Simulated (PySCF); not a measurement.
## AlBr (charge +1): single-point calculation

- system: AlBr, charge +1, multiplicity 2
- method: ROKS-o3lyp/lanl2dz (PySCF 2.14.0)

Some settings of this run were made unusual or wrong on purpose.

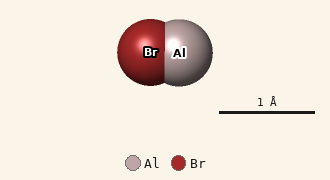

**Figure 1.** The structure as given in the input (ball-and-stick view, seen at a tilt). Sticks mark near contacts.

## Outcome

| quantity | value |
| --- | --- |
| outcome | converged |
| SCF energy | 12.783615 hartree |
| hardware | 1 CPU thread, shared host |
| wall time | 2.1 s |

## What went wrong

Some settings of this run were drawn to be unusual or wrong. It converged; results that depend on the unusual settings are not reference values.

## Input file
```python
from pyscf import gto, dft

mol = gto.M(
    atom='Al 0 0 0; Br 0 0 0.3',
    basis='lanl2dz',
    ecp={'Al': 'lanl2dz', 'Br': 'lanl2dz'},
    charge=1,
    spin=1,
    verbose=4,
)
mf = dft.ROKS(mol, xc='o3lyp')
mf = mf.newton()
mf.kernel()
mf.dip_moment()
print('orbital energies (hartree):', mf.mo_energy[..., max(0, mol.nelec[1]-3):mol.nelec[0]+3].round(4))
```

Run as:
```bash
OMP_NUM_THREADS=1 python input.py
```

## What the program printed
```
PySCF version 2.14.0

[INPUT] verbose = 4
[INPUT] num. atoms = 2
[INPUT] num. electrons = 9
[INPUT] charge = 1
[INPUT] spin (= nelec alpha-beta = 2S) = 1
[INPUT] symmetry False subgroup None
[INPUT] Mole.unit = angstrom
[INPUT] Symbol           X                Y                Z      unit          X                Y                Z       unit  Magmom
[INPUT]  1 Al     0.000000000000   0.000000000000   0.000000000000 AA    0.000000000000   0.000000000000   0.000000000000 Bohr   0.0
[INPUT]  2 Br     0.000000000000   0.000000000000   0.300000000000 AA    0.000000000000   0.000000000000   0.566917837370 Bohr   0.0

nuclear repulsion = 37.0424047644
number of shells = 8
number of NR pGTOs = 24
number of NR cGTOs = 16
basis = lanl2dz
ecp = {'Al': 'lanl2dz', 'Br': 'lanl2dz'}

******** <class 'pyscf.soscf.newton_ah.SecondOrderROKS'> ********
method = SecondOrderROKS
initial guess = minao
damping factor = 0
level_shift factor = 0
DIIS = <class 'pyscf.scf.diis.CDIIS'>
diis_start_cycle = 1
diis_space = 8
diis_damp = 0
SCF conv_tol = 1e-09
SCF conv_tol_grad = None
SCF max_cycles = 50
direct_scf = True
direct_scf_tol = 1e-13
num. doubly occ = 4  num. singly occ = 1
XC library pyscf.dft.libxc version 7.0.0
    S. Lehtola, C. Steigemann, M. J.T. Oliveira, and M. A.L. Marques.,  SoftwareX 7, 1–5 (2018)
XC functionals = o3lyp
    W.-M. Hoe, A. J. Cohen, and N. C. Handy.,  Chem. Phys. Lett. 341, 319–328 (2001)
    A. J. Cohen and N. C. Handy.,  Mol. Phys. 99, 607 (2001)
radial grids:
    Treutler-Ahlrichs [JCP 102, 346 (1995); DOI:10.1063/1.469408] (M4) radial grids

becke partition: Becke, JCP 88, 2547 (1988); DOI:10.1063/1.454033
pruning grids: <function nwchem_prune>
grids dens level: 3
symmetrized grids: False
atomic radii adjust function: <function treutler_atomic_radii_adjust>
small_rho_cutoff = 0
******** <class 'pyscf.dft.roks.ROKS'> Newton solver flags ********
SCF tol = 1e-09
conv_tol_grad = None
max. SCF cycles = 50
direct_scf = True
direct_scf_tol = 1e-13
max_cycle_inner = 12
max_stepsize = 0.05
ah_start_tol = 1e+09
ah_level_shift = 0
ah_conv_tol = 1e-12
ah_lindep = 1e-14
ah_start_cycle = 1
ah_max_cycle = 40
ah_grad_trust_region = 2.5
kf_interval = 4
kf_trust_region = 5
canonicalization = True
Set conv_tol_grad to 3.16228e-05
tot grids = 39608
  HOMO = 0.104821497570836  LUMO = 0.115329542076643  gap/eV = 0.28594
Initial guess E= 13.4571051670478  |g|= 1.34362
macro= 0  E= 12.7884529682202  delta_E= -0.668652  |g|= 0.0468462  4 KF 18 JK
macro= 1  E= 12.7837352238664  delta_E= -0.00471774  |g|= 0.0547833  2 KF 6 JK
macro= 2  E= 12.7836148262706  delta_E= -0.000120398  |g|= 0.00028832  2 KF 7 JK
macro= 3  E= 12.7836148262705  delta_E= -9.59233e-14  |g|= 1.03023e-05  1 KF 2 JK
Canonicalize SCF orbitals
macro X = 4  E=12.7836148262705  |g|= 1.03023e-05  total 10 KF 38 JK
converged SCF energy = 12.7836148262705

WARN: System has nonzero charge 1; the dipole moment is origin-dependent.
Location of origin: [0. 0. 0.]

Dipole moment(X, Y, Z, Debye):  0.00000, -0.00000, -0.87485
orbital energies (hartree): [-0.9648 -0.9648 -0.836  -0.2517 -0.1823 -0.1823 -0.1615]
```
